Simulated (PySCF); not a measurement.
# CH7Cl3P2Si3 (SMILES ClC(Cl)(Cl)[SiH2][SiH]1P[SiH2]P1): what the fields show

```xyz
16

Cl    1.9209    1.1023   -2.2340
C     2.7199    0.0362   -1.0557
Cl    4.3388    0.6607   -0.7205
Cl    2.8703   -1.5836   -1.7692
Si    1.6529   -0.0804    0.5589
Si   -0.4533   -0.7257   -0.1989
P    -1.9119   -1.1249    1.5049
Si   -3.1014    0.5277    0.5246
P    -1.7272    0.8444   -1.2515
H     1.7678    1.2637    1.1382
H     2.4000   -1.0110    1.4038
H    -0.5039   -1.9252   -1.0488
H    -1.2817   -0.3068    2.4240
H    -4.3902    0.0092    0.0768
H    -3.2414    1.7101    1.3718
H    -1.0673    1.9476   -0.7357
```

Geometry: GFN2-xTB.

Theory: PBE0/pcSseg-1, SCF density, gas phase, non-relativistic in PySCF.

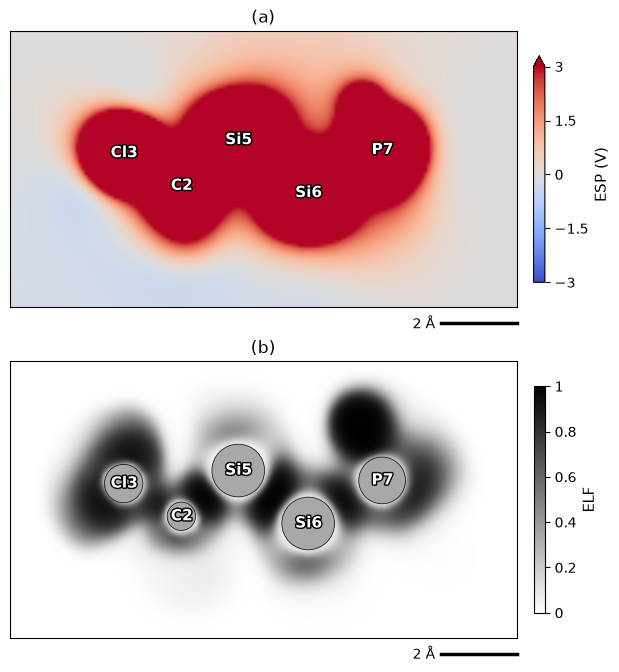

Figure 1. (a) molecular electrostatic potential; (b) electron localisation function on the plane of atoms C2, Si5 and Si6. Grey discs cover the atomic cores in the ELF map.

Q: What do the fields say about this system?

A: Atoms in the plane: C, Cl, Si and P.
C–Cl (1.77 Å): the ELF peaks at about 0.90 between the atoms: a shared electron pair.
C–Si (1.94 Å): the ELF peaks at about 1 between the atoms (a shared electron pair).
Si–P (2.28 Å): the ELF peaks at about 0.95 between the atoms (a covalent bond).
Si–Si (2.33 Å): the ELF peaks at about 1 between the atoms (a covalent bond).
The ELF also peaks beside Cl3, away from the bonds: lone-pair regions.
Outside the dense part of the molecule the potential is most negative (−0.4 V) near Cl3.

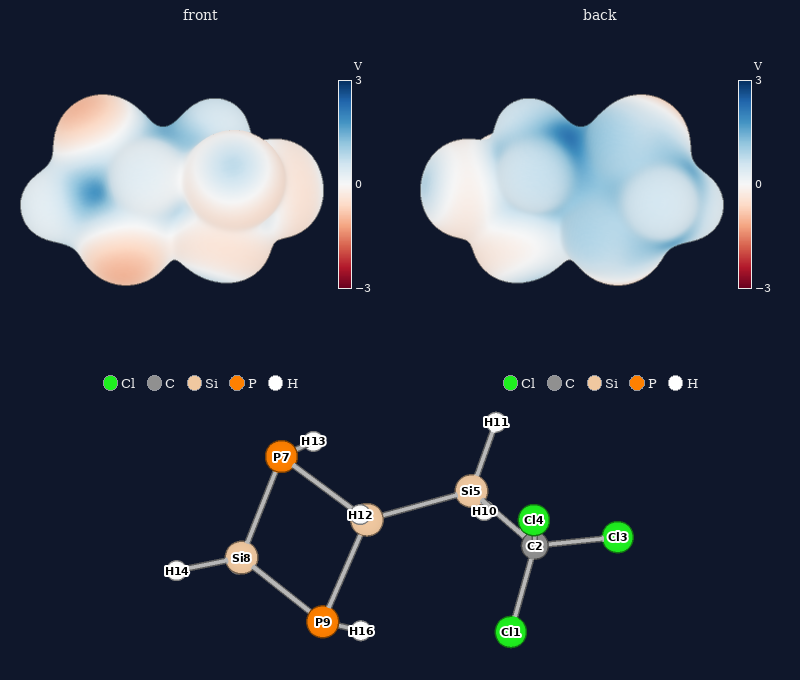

Figure 2. The molecular electrostatic potential painted on the density surface at 0.002 e/bohr³, seen from the front and from behind; red is negative and blue positive. The bare structure is drawn below in the same view.

Q: Describe the electrostatic potential map.

A: The most negative region (about −0.9 V, or −21 kcal/mol for a unit charge) lies over P7 and P9, the most positive (about +1.9 V, or +44 kcal/mol for a unit charge) over Si5. Cl1 shows a σ-hole: about +0.7 V, or +16 kcal/mol for a unit charge at the tip opposite its bond, against about −0.1 V on its flanks. Cl3 shows a σ-hole: about +0.8 V, or +18 kcal/mol for a unit charge at the tip opposite its bond, against about −0.2 V on its flanks. Cl4 shows a σ-hole: about +0.7 V, or +16 kcal/mol for a unit charge at the tip opposite its bond, against about −0.1 V on its flanks.

Q: How polar is the molecule by this calculation?

A: Its dipole moment is 2.42 D.
